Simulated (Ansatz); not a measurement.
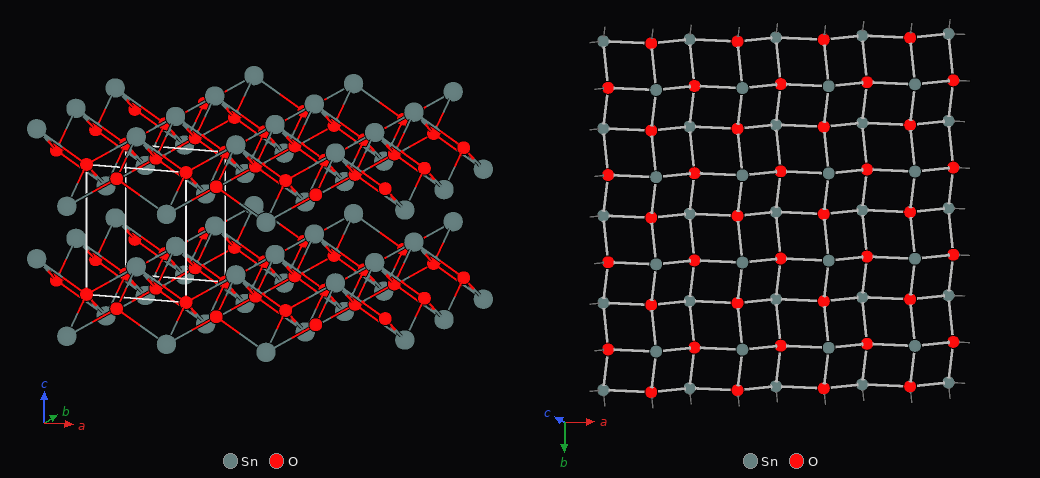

Left: the structure. Right: its underlying net. Nodes are coloured by element. One layer is drawn. Edges to nodes outside the piece are drawn as stubs.

SnO (space group P4/nmm, No. 129). Coordinates: the geometry relaxed with DFT PBE+D3(BJ), scalar-relativistic, plane waves, PAW (Ansatz 0.2.0).

Bonds are taken as O–Sn below 2.5 Å; no other contact counts. The graph is simplified in the usual way: terminal and isolated atoms are pruned, two-connected atoms become edges.

The result is a uninodal 4-connected, two-periodic (layers) net: Sn and O are 4-connected nodes. It is the sql net, known from the square lattice. The layers lie parallel to (001).

```json
{"node": "Sn and O", "links": "4", "point symbol": "4^4.6^2", "coordination sequence": "4 8 12 16 20 24 28 32"}
```
